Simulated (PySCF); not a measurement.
**C5H9BF2Si: density, localisation and related maps**

```
atom    x (Å)    y (Å)    z (Å)
   F   1.1788  -1.3904  -2.0266
   B   0.6356  -0.9695  -0.8827
   C   1.4153  -1.1685   0.4464
  Si   2.5976   0.3191   0.7258
   C  -0.7317  -0.2472  -0.9755
   C  -1.6448  -0.0203  -1.9392
   C  -2.5593   0.8092  -1.0898
   C  -1.5671   0.4948   0.0544
   F  -0.9806   1.5950   0.6324
   H   2.0335  -2.0654   0.4282
   H   0.7627  -1.2256   1.3153
   H   3.3167   0.0513   1.9766
   H   1.8358   1.5594   0.8362
   H   3.5512   0.4032  -0.3824
   H  -1.7258  -0.3365  -2.9633
   H  -3.5770   0.4439  -0.9550
   H  -2.5853   1.8660  -1.3499
   H  -1.9646  -0.1123   0.8727
```

Geometry: GFN2-xTB.

The calculation used PBE0/pcSseg-1, SCF density, gas phase, non-relativistic in PySCF.

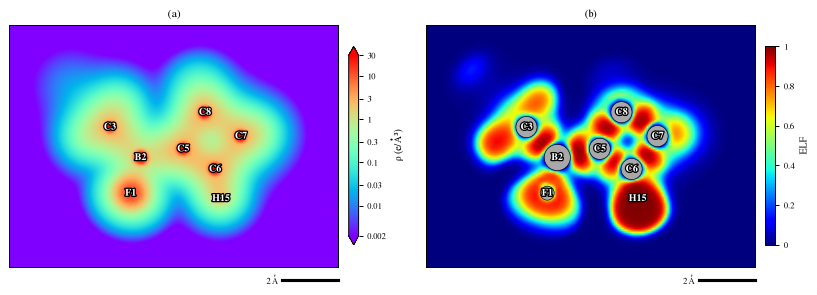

Figure 1. (a) electron density; (b) ELF on the plane of atoms B2, C5 and C6. Grey discs cover the atomic cores in the ELF map.

> What does the map show?

- The section cuts through F, B, C and H sites.
- B–F (1.33 Å): ρ is about 2.1 e/Å³ halfway; the ELF peaks at about 0.85 between the atoms; a polar covalent bond.
- C–C (1.35 Å): the density is about 2.2 e/Å³ at the midpoint; the ELF peaks at about 0.90 between the atoms; localised, covalent bonding.
- C–B (1.55 Å): the density is about 1.5 e/Å³ at the midpoint; the ELF peaks at about 1 between the atoms; a shared electron pair.
- C–H (1.07 Å): the density is about 2.1 e/Å³ at the midpoint; the ELF climbs to about 1 towards the hydrogen, as it does in any bond to H; an ordinary covalent bond to hydrogen.
- C–C (1.50 Å): the density is about 1.7 e/Å³ at the midpoint; the ELF peaks at about 0.95 between the atoms: a covalent bond.
- The ELF also peaks beside F1, away from the bonds: lone-pair regions.

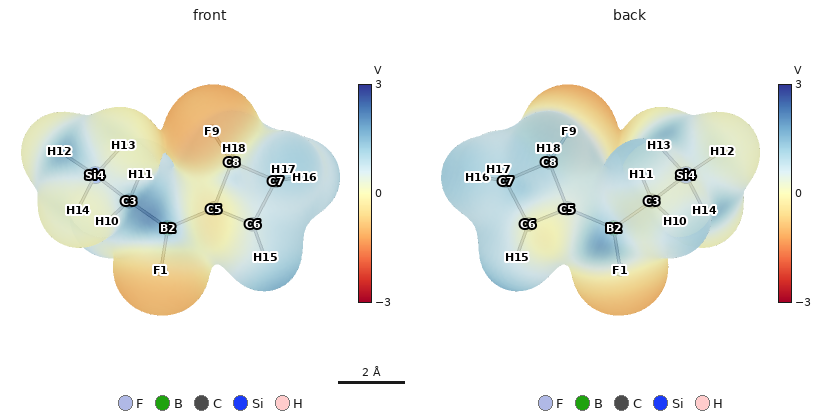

Figure 2. The electrostatic potential painted on the density surface at 0.004 e/bohr³, seen from the front and from behind; red is negative and blue positive.

> Describe the electrostatic potential map.

The most negative region (about −1.1 V) lies over F9, the most positive (about +2.0 V) over B2 and Si4.
